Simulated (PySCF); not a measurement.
## C$_{6}$H$_{11}$FSi: NMR shielding calculation

C$_{6}$H$_{11}$FSi, computed with GIAO PBE0/pcSseg-1 NMR shielding, non-relativistic, gas phase (PySCF 2.14.0).

The geometry comes from this level: GFN2-xTB. It belongs to a series of runs on one base structure; here: Si replaced by C. Figures and captions count atoms from 1; the log counts them from 0 in places.

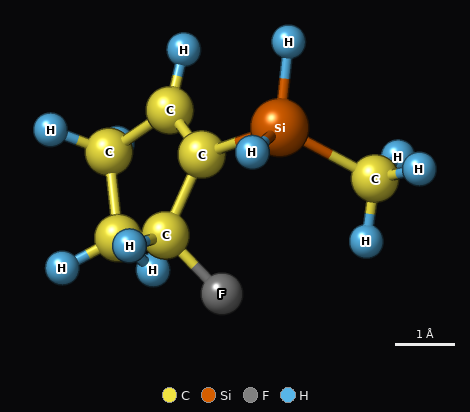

**Figure 1.** The structure (ball-and-stick view, seen at a tilt). Bond lengths as drawn: C–C 1.33 to 1.54 Å, C–F 1.39 Å, C–H 1.08 to 1.10 Å, C–Si 1.88 to 1.90 Å and H–Si 1.47 Å.

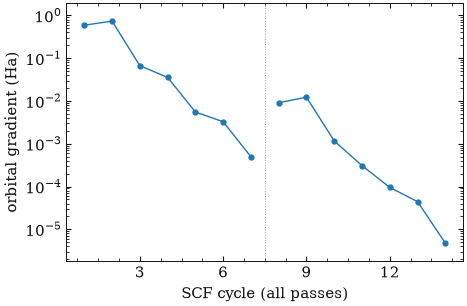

**Figure 2.** Convergence of the self-consistent field: orbital gradient against the SCF cycle. The dotted line marks the change from a coarse to the final integration grid. The first 7 cycles use a coarse grid, the final grid takes over at cycle 8, and the field converges after 14 cycles in all.

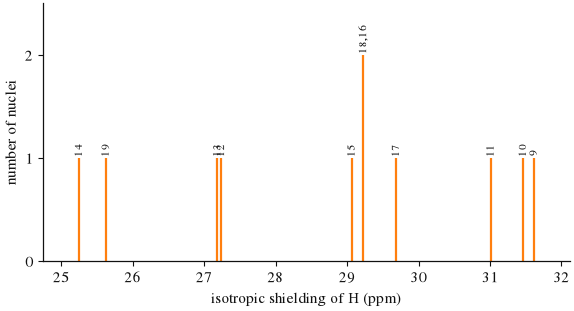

**Figure 3.** Isotropic shieldings of the hydrogen nuclei in this fixed geometry, labelled by atom number; shielding grows to the right, so chemical shift grows to the left. The least shielded is H14 (25.3 ppm), the most shielded H9 (31.6 ppm).

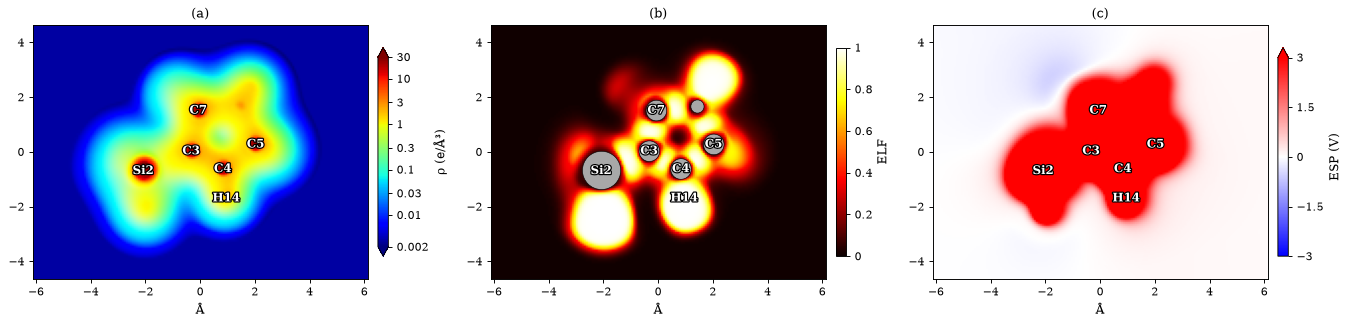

**Figure 4.** (a) total electron density; (b) electron localisation function; (c) molecular electrostatic potential on the plane of atoms C4, C3 and C7. Grey discs, where drawn, cover atomic cores. C–C (1.33 Å): ρ at the midpoint is about 2.3 e/Å³; the ELF peaks at about 0.90 between the atoms (a double or triple bond). C–H (1.08 Å): ρ is about 2.1 e/Å³ halfway; the ELF climbs to about 1 towards the hydrogen, as it does in any bond to H (a covalent bond by its length).

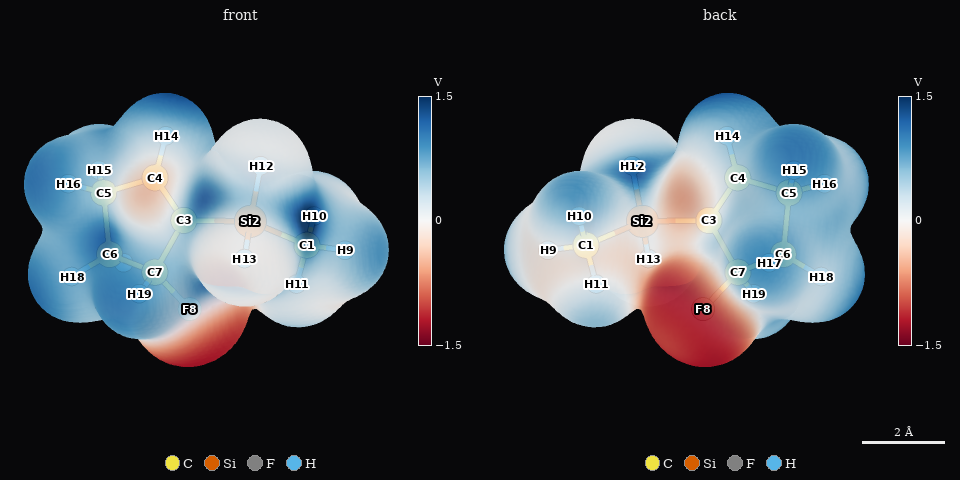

**Figure 5.** The electrostatic potential painted on the density surface at 0.004 e/bohr³, seen at a tilt and from behind; the colour scale runs from red (negative) to blue (positive). A positive charge is drawn to the negative regions and a negative charge to the positive ones.

The input that produced these results follows, with the program's output.

**Input file**
```
{"job": {"kind": "nmr", "xc": "PBE0", "basis": "pcSseg-1"}, "charge": 0, "multiplicity": 1}
C      2.767841    -0.767584     0.556971
Si     1.890765     0.590828    -0.434030
C      0.030161     0.314918    -0.368415
C     -0.782805    -0.097095    -1.334688
C     -2.217027    -0.199699    -0.914525
C     -2.152778    -0.035150     0.610868
C     -0.766948     0.563681     0.886912
F     -0.185330    -0.034156     1.994012
H      3.834895    -0.576527     0.626006
H      2.634518    -1.740743     0.091331
H      2.372755    -0.828790     1.567069
H      2.291002     0.556885    -1.846519
H      2.172109     1.916420     0.134784
H     -0.480703    -0.322627    -2.343081
H     -2.666390    -1.146361    -1.218379
H     -2.798269     0.604590    -1.374113
H     -2.197425    -1.008544     1.100557
H     -2.957447     0.584269     1.001753
H     -0.798726     1.634935     1.127543
```

The first line tells a small driver script what to run in PySCF; the rest is the geometry in Å.

Launch command:
```bash
OMP_NUM_THREADS=1 python <driver script> task.json out
```

**Log**
```
coarse grid: 16048 points
cycle   1  E = -623.9069523445  dE =  8.458e-01  |g| = 5.922e-01  |ddm| = 3.845e+00
cycle   2  E = -623.8785099693  dE =  2.844e-02  |g| = 7.386e-01  |ddm| = 1.046e+00
cycle   3  E = -623.9803111965  dE = -1.018e-01  |g| = 6.690e-02  |ddm| = 6.038e-01
cycle   4  E = -623.9808613699  dE = -5.502e-04  |g| = 3.568e-02  |ddm| = 7.628e-02
cycle   5  E = -623.9811267539  dE = -2.654e-04  |g| = 5.532e-03  |ddm| = 3.677e-02
cycle   6  E = -623.9811318672  dE = -5.113e-06  |g| = 3.275e-03  |ddm| = 8.227e-03
cycle   7  E = -623.9811344404  dE = -2.573e-06  |g| = 4.962e-04  |ddm| = 3.082e-03
final grid: 149872 points
cycle   8  E = -624.0357151291  dE = -4.083e-05  |g| = 9.112e-03  |ddm| = 3.480e-02
cycle   9  E = -624.0357019033  dE =  1.323e-05  |g| = 1.226e-02  |ddm| = 1.809e-02
cycle  10  E = -624.0357352890  dE = -3.339e-05  |g| = 1.165e-03  |ddm| = 1.007e-02
cycle  11  E = -624.0357355026  dE = -2.136e-07  |g| = 3.081e-04  |ddm| = 1.038e-03
cycle  12  E = -624.0357355187  dE = -1.613e-08  |g| = 9.514e-05  |ddm| = 2.929e-04
cycle  13  E = -624.0357355205  dE = -1.814e-09  |g| = 4.432e-05  |ddm| = 1.254e-04
cycle  14  E = -624.0357355210  dE = -4.729e-10  |g| = 4.747e-06  |ddm| = 4.359e-05
converged SCF energy = -624.0357355210

GIAO shielding tensors (ppm)
atom      isotropic    diamagn.    paramagn.     s11        s22        s33       span
  0 C      191.181     252.694     -61.512    187.464    188.449    197.632     10.168
  1 Si     400.675     881.728    -481.053    374.155    403.541    424.329     50.174
  2 C       37.743     260.966    -223.223    -67.474     34.030    146.671    214.145
  3 C       31.935     254.531    -222.597    -80.859     41.242    135.422    216.281
  4 C      149.121     251.074    -101.953    125.264    149.785    172.316     47.052
  5 C      151.647     249.875     -98.228    120.767    158.373    175.801     55.033
  6 C       78.888     241.571    -162.683     36.075     79.824    120.765     84.690
  7 F      366.191     475.918    -109.727    331.900    371.754    394.920     63.020
  8 H       31.610      27.627       3.982     27.116     27.827     39.886     12.771
  9 H       31.463      31.152       0.310     27.282     29.141     37.965     10.682
 10 H       31.011      31.671      -0.660     25.488     30.226     37.320     11.832
 11 H       27.241      29.855      -2.614     23.661     25.972     32.090      8.430
 12 H       27.188      29.642      -2.453     24.058     25.489     32.018      7.960
 13 H       25.252      33.445      -8.193     23.042     24.634     28.080      5.039
 14 H       29.066      29.735      -0.668     24.757     27.073     35.369     10.613
 15 H       29.237      29.458      -0.221     25.020     27.086     35.604     10.584
 16 H       29.687      30.720      -1.034     25.455     28.769     34.837      9.382
 17 H       29.220      29.430      -0.210     24.900     27.724     35.034     10.134
 18 H       25.626      30.520      -4.894     23.683     25.948     27.249      3.566
```

**Results in brief**

```tsv
quantity	value
outcome	converged
total energy	−624.035736 hartree
HOMO	−7.47 eV
LUMO	−0.24 eV
dipole moment	1.82 D
isotropic shielding, C	31.9 to 191.2 ppm
isotropic shielding, Si	400.7 ppm
isotropic shielding, F	366.2 ppm
isotropic shielding, H	25.3 to 31.6 ppm
hardware	1 CPU thread, shared host
wall time	84 s
peak memory	0.88 GiB
```
